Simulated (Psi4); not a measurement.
# FNO-CCSD(T)/6-31G(d) (spherical functions, occ tolerance 1e-06, sweep point 6) run of SiHF (SMILES F[SiH])

What is the energy change on altering one bond length of SiHF at FNO-CCSD(T)/6-31G* (spherical functions, occ tolerance 1e-06, sweep point 6)? 

The results are computed with Psi4 1.11.

### Step 1. The molecule

The species is SiHF (3 atoms), meant as a singlet with charge 0. As SMILES, `F[SiH]`. The shape is that of a PBE0-D4/def2-TZVP optimisation.

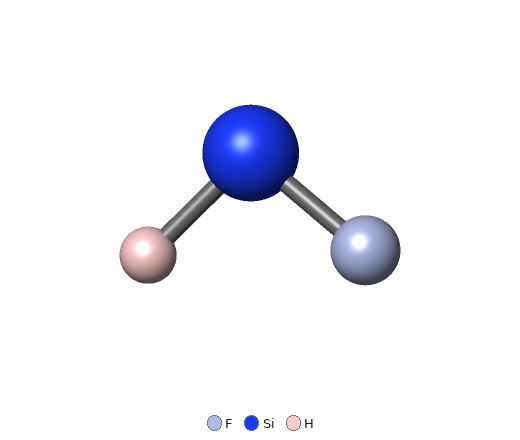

Viewed from a chosen angle; fluorine light blue, silicon blue, hydrogen pink.

### Step 2. The energy at FNO-CCSD(T)/6-31G(d) (spherical functions, occ tolerance 1e-06, sweep point 6)

Input file fhsi.in:

```
memory 1600 MB

molecule geom {
  0 1
  F     -1.090200     0.024400    -0.602300
  Si     0.186800     0.629400     0.173800
  H      0.892400    -0.718600     0.415300
  symmetry c1
}

set {
  basis 6-31G*
  puream true
  scf_type pk
  num_frozen_docc 6
  occ_tolerance 1e-06
}

E, wfn = energy('fno-ccsd(t)', return_wfn=True)
print_variables()
```

The run is started by

```sh
$ psi4 fhsi.in fhsi.out -n 1
```

fhsi.out:

```text
[...]
  Running in c1 symmetry.
[...]
  Nuclear repulsion =   48.194575348987868
[...]
  Multiplicity = 1
[...]
  Nalpha       = 12
  Nbeta        = 12
[...]
    Number of basis functions: 34
[...]
   @RHF iter   1:  -388.89854594344087   -7.49062e-01   8.32746e-03 ADIIS/DIIS
[...]
   @RHF iter  10:  -388.92936557579583   -1.36424e-12   5.14549e-09 DIIS
[...]
    Orbital Energies [Eh]
    ---------------------
    Doubly Occupied:
       1A    -68.826854     2A    -26.281743     3A     -6.179265
       4A     -4.282047     5A     -4.281352     6A     -4.278809
       7A     -1.576702     8A     -0.748564     9A     -0.662444
      10A     -0.645572    11A     -0.560219    12A     -0.347947
[...]
  @RHF Final Energy:  -388.92936557579583
   => Energetics <=
    Nuclear Repulsion Energy =             48.1945753489878683
    One-Electron Energy =                -636.9048466032505758
    Two-Electron Energy =                 199.7809056784668371
    Total Energy =                       -388.9293655757958277
[...]
 Multipole Moments:
 ------------------------------------------------------------------------------------
     Multipole            Electronic (a.u.)      Nuclear  (a.u.)        Total (a.u.)
 ------------------------------------------------------------------------------------
 L = 1.  Multiply by 2.5417464519 to convert [e a0] to [Debye]
 Dipole X            :         -1.6573602            2.1060013            0.4486411
 Dipole Y            :          0.7717600           -0.6919729            0.0797871
 Dipole Z            :          0.0000000            0.0000000            0.0000000
 Magnitude           :                                                    0.4556806
[...]
      * MP2 total energy:                   -389.170609709173
[...]
      * MP2 total energy:                   -389.170609709173
[...]
      * MP3 total energy:                   -389.179379555928
[...]
      * CCSD total energy:                  -389.188732581529
[...]
      * CCSD(T) total energy                -389.193782516979
[...]
```

It took 3.3 s on 1 thread of Intel Xeon Platinum 8259CL at 2.50GHz (Skylake/Cascade Lake), shared host; peak memory 0.2 GiB.

### Step 3. The distorted shape

Input file job.inp:

```
memory 1600 MB

molecule mol {
  0 1
  F     -1.728738    -0.278118    -0.990373
  Si     0.186800     0.629400     0.173800
  H      0.892400    -0.718600     0.415300
  symmetry c1
}

set {
  basis           6-31G*
  reference       rhf
  puream          true
  scf_type        pk
  num_frozen_docc 6
  occ_tolerance   1e-06
}

e_tot, wfn = energy("fno-ccsd(t)", return_wfn=True)
```

The run is started by

```sh
$ psi4 -n 1 job.inp job.out
```

job.out:

```text
[...]
  Running in c1 symmetry.
[...]
  Nuclear repulsion =   33.964543371920776
[...]
  Multiplicity = 1
[...]
  Nalpha       = 12
  Nbeta        = 12
[...]
    Number of basis functions: 34
[...]
   @RHF iter   1:  -388.69686745660943   -1.01795e+00   1.36298e-02 DIIS/ADIIS
[...]
   @RHF iter  12:  -388.79870200858795   -8.64020e-12   8.10074e-09 DIIS
[...]
    Orbital Energies [Eh]
    ---------------------
    Doubly Occupied:
       1A    -68.905676     2A    -26.125563     3A     -6.252798
       4A     -4.354070     5A     -4.352208     6A     -4.351010
       7A     -1.357540     8A     -0.689018     9A     -0.476419
      10A     -0.465222    11A     -0.455097    12A     -0.400705
[...]
  @RHF Final Energy:  -388.79870200858795
   => Energetics <=
    Nuclear Repulsion Energy =             33.9645433719207759
    One-Electron Energy =                -609.1558390840034463
    Two-Electron Energy =                 186.3925937034947538
    Total Energy =                       -388.7987020085879522
[...]
 Multipole Moments:
 ------------------------------------------------------------------------------------
     Multipole            Electronic (a.u.)      Nuclear  (a.u.)        Total (a.u.)
 ------------------------------------------------------------------------------------
 L = 1.  Multiply by 2.5417464519 to convert [e a0] to [Debye]
 Dipole X            :         -0.5235633            2.8150479            2.2914846
 Dipole Y            :          1.1292225           -0.4033263            0.7258961
 Dipole Z            :         -0.0000000            0.0000000           -0.0000000
 Magnitude           :                                                    2.4037111
[...]
      * MP2 total energy:                   -389.052002541657
[...]
      * MP2 total energy:                   -389.052002541657
[...]
      * MP3 total energy:                   -389.056741314973
[...]
      * CCSD total energy:                  -389.070894979889
[...]
      * CCSD(T) total energy                -389.079146221205
[...]
```

It took 3.3 s on 1 thread of Intel Xeon Platinum 8259CL at 2.50GHz (Skylake/Cascade Lake), shared host; peak memory 0.19 GiB.

### Step 4. Summary of results

Level: FNO-CCSD(T)/6-31G* (spherical functions, occ tolerance 1e-06, sweep point 6), 6 core orbitals frozen.

| quantity | value |
| --- | --- |
| first shape: total energy | -389.19378 Eh |
| first shape: HOMO energy (Hartree–Fock orbitals) | -9.47 eV |
| first shape: LUMO energy (Hartree–Fock orbitals) | 0.69 eV |
| first shape: HOMO–LUMO gap (Hartree–Fock orbitals) | 10.16 eV |
| first shape: correlation energy (6 core orbitals frozen) | -264.4 mEh |
| first shape: (T) correction | -5.05 mEh |
| first shape: T1 diagnostic | 0.017 |
| distorted shape: total energy | -389.07915 Eh |
| distorted shape: HOMO energy (Hartree–Fock orbitals) | -10.90 eV |
| distorted shape: LUMO energy (Hartree–Fock orbitals) | -0.91 eV |
| distorted shape: HOMO–LUMO gap (Hartree–Fock orbitals) | 9.99 eV |
| distorted shape: correlation energy (6 core orbitals frozen) | -280.4 mEh |
| distorted shape: (T) correction | -8.25 mEh |
| distorted shape: T1 diagnostic | 0.036 |
| energy change with the F1–Si2 bond stretched from 1.612 to 2.418 Å | 3.119 eV |

**Reading.** With the F1–Si2 bond stretched from 1.612 to 2.418 Å the energy rises by 3.12 eV (301 kJ/mol). The first shape isn't relaxed at this level, so the change isn't measured from a minimum. A restricted reference can't describe the breaking bond well at this length. The triples (first shape) make up 1.9 % of the correlation energy. The T1 diagnostic (distorted shape) of 0.036 is above the customary mark for such species, so a single reference may not serve. The triples (distorted shape) make up 2.9 % of the correlation energy.
